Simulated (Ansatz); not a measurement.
**doublet SiH2F: levels of theory compared**

Wanted: a comparison of 6 runs (U-r2SCAN/STO-3G, U-wB97X/STO-3G, UB3LYP/STO-3G, UPBE/STO-3G, RPA@PBE/STO-3G, UCCSD/STO-3G) of doublet SiH2F. 

The results are computed with Ansatz 0.2.0.

3 further runs of the same task are left out: 2 that didn't finish, 1 set aside as unsound or not needed.

## Step 1: The molecule

The species is SiH2F (4 atoms), meant as a doublet with charge 0. As SMILES of the parent species, `F[SiH2-]`. Geometry: relaxed at GFN2-xTB. That shape belongs to the parent species and isn't relaxed for this state.

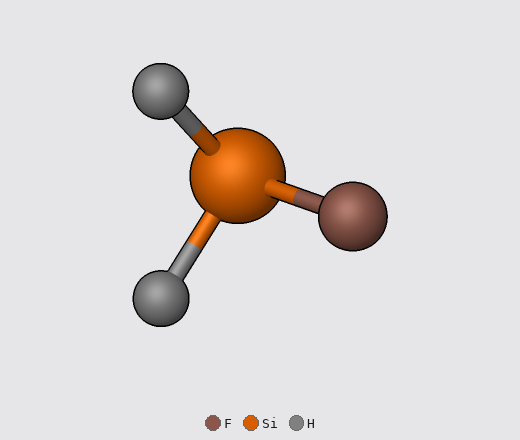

The structure, seen from a chosen angle (fluorine brown, silicon orange, hydrogen grey).

## Step 2: A single-point energy at U-r2SCAN/STO-3G (run 1)

File in.yaml:

```yaml
crystal:
  periodic: [false, false, false]
  atoms:
    - symbol: F
      position_ang: [1.224230, 0.690850, -0.383870]
    - symbol: Si
      position_ang: [-0.114010, -0.391590, -0.440070]
    - symbol: H
      position_ang: [-1.185360, 0.658330, -0.143280]
    - symbol: H
      position_ang: [0.075140, -0.957590, 0.967210]
basis:
  gaussian:
    orbitals: STO-3G
accuracy: high
magnetization:
  spin_polarized: true
  initial_magnetization: 1
hamiltonian:
  xc: r2scan
```

Run with:

```bash
$ ansatz run in.yaml --threads 1 --pin off --max-ram 2610MiB --events-out events.jsonl --progress --plain --runs-dir runs
```

The program printed:

```text
Warning: RAYON_NUM_THREADS=1 ignored (pool sized by the plan → 1); use --threads N
Functional definition: r2SCAN
  name "r2SCAN"
  parameter k0 = 0.174
  parameter k1 = 0.065
  parameter a1 = 4.9479
  exchange = r2scan_x(k0 = k0, k1 = k1, a1 = a1)
  correlation = r2scan_c
267 factors; integrals over basis functions are off by at most 2.8e-8 eV
mean field evaluation 1: about -10491.7283 eV, gradient 1.2e1 eV
mean field evaluation 2: about -10483.7224 eV, gradient 3.5e1 eV
mean field evaluation 4: about -10492.9479 eV, gradient 8.3e-1 eV
mean field evaluation 8: about -10492.9089 eV, gradient 2.8e-3 eV
mean field evaluation 16: about -10492.9089 eV, gradient 1.3e-6 eV
mean field -10492.90891410 eV, -385.6072902441 hartree, gradient 3.9e-8 eV, S^2 0.751020; 0 other end points of the search recorded, 0 dependent functions left out
reference -10492.90891477 eV, -385.6072902687 hartree; 13, 12 occupied and 3, 4 virtual orbitals, 267 factors
Total energy: -10492.90891477 eV, -385.6072902687 hartree
```

Wall time 2.9 s (1 thread of Arm Neoverse V2, shared host); peak memory 0.19 GiB.

## Step 3: The energy at U-wB97X/STO-3G (run 2)

File run.yaml:

```yaml
crystal:
  periodic: [false, false, false]
  atoms:
    - {symbol: F, position_ang: [1.224230, 0.690850, -0.383870]}
    - {symbol: Si, position_ang: [-0.114010, -0.391590, -0.440070]}
    - {symbol: H, position_ang: [-1.185360, 0.658330, -0.143280]}
    - {symbol: H, position_ang: [0.075140, -0.957590, 0.967210]}
basis:
  gaussian:
    orbitals: STO-3G
magnetization:
  spin_polarized: true
  initial_magnetization: 1
hamiltonian:
  xc: {name: wB97X}
accuracy: high
```

Run with:

```bash
$ ansatz run run.yaml --threads 1 --pin off --max-ram 2610MiB --events-out events.jsonl --progress --plain --runs-dir runs
```

The program printed (excerpt; [...] marks lines left out):

```text
Warning: RAYON_NUM_THREADS=1 ignored (pool sized by the plan → 1); use --threads N
Functional definition: wB97X
  name "wB97X"
[...]
      + exact_x_lr(omega)
[...]
      + integral(e_c_pw_opposite_spin*poly(b97_u_opposite, 1, cos1, cos2, cos3, cos4))
267 factors; integrals over basis functions are off by at most 2.8e-8 eV
117 factors; integrals over basis functions are off by at most 5.8e-10 eV
[...]
mean field -10493.47122325 eV, -385.6279547243 hartree, gradient 2.3e-8 eV, S^2 0.752511; 0 other end points of the search recorded, 0 dependent functions left out
reference -10493.47122197 eV, -385.6279546770 hartree; 13, 12 occupied and 3, 4 virtual orbitals, 267 factors
Total energy: -10493.47122197 eV, -385.6279546770 hartree
```

Run time: 6 s. Hardware: 1 thread of Arm Neoverse V2, shared host; peak memory 0.33 GiB.

Runs 3 to 5 aren't shown in full; the table further down has their settings and results.

## Step 4: The energy at UCCSD/STO-3G (run 6)

File molecule.yaml:

```yaml
crystal:
  periodic: [false, false, false]
  atoms:
    - {symbol: F, position_ang: [1.224230, 0.690850, -0.383870]}
    - {symbol: Si, position_ang: [-0.114010, -0.391590, -0.440070]}
    - {symbol: H, position_ang: [-1.185360, 0.658330, -0.143280]}
    - {symbol: H, position_ang: [0.075140, -0.957590, 0.967210]}
basis:
  gaussian: {orbitals: STO-3G}
magnetization: {spin_polarized: true, initial_magnetization: 1}
correlation: {method: ccsd, frozen_orbitals: {F: 1, H: 0, Si: 5}}
accuracy: high
scf: {omitted_lower_state_checks: [cluster_reference, increment]}
```

Run with:

```bash
$ ansatz run molecule.yaml --threads 1 --pin off --max-ram 2610MiB --events-out events.jsonl --progress --plain --runs-dir runs
```

The program printed:

```text
Warning: RAYON_NUM_THREADS=1 ignored (pool sized by the plan → 1); use --threads N
[... 11 lines left out ...]
6 core orbitals not correlated: weight in the atoms' cores, before any rotation towards them, 1.000 or more for the frozen orbitals, at most 0.000 for the correlated occupied ones
[... 26 lines left out ...]
Total energy: -10471.05184348 eV, -384.8040577142 hartree
Checks for a lower state left out: cluster_reference, increment
```

Wall time 0.14 s (1 thread of Arm Neoverse V2, shared host).

## Step 5: All runs side by side

```
run            level  frozen core orbitals  energy (Eh)   ⟨S²⟩  wall time
  1  U-r2SCAN/STO-3G                     –  -385.607290  0.751      2.9 s
  2   U-wB97X/STO-3G                     –  -385.627955  0.753        6 s
  3    UB3LYP/STO-3G                     –  -385.651290  0.752      1.1 s
  4      UPBE/STO-3G                     –  -385.394183  0.750      1.1 s
  5   RPA@PBE/STO-3G                     6  -384.857746  0.750      1.2 s
  6     UCCSD/STO-3G                     6  -384.804058  0.754     0.14 s
```

## Step 6: Outcome

| quantity | value |
| --- | --- |
| run 6: total energy | -384.80406 Eh |
| run 6: correlation energy (6 core orbitals frozen) | -75.3 mEh |
| run 6: ⟨S²⟩ of the reference determinant | 0.754 |
| run 6: T1 diagnostic | 0.024 |

**Reading.** Totals of different functionals can't be ranked against each other. In runs 1, 2, 3, 4, 5, 6 the basis is minimal, so the values are rough. All runs together took 12 s, the longest 6 s.
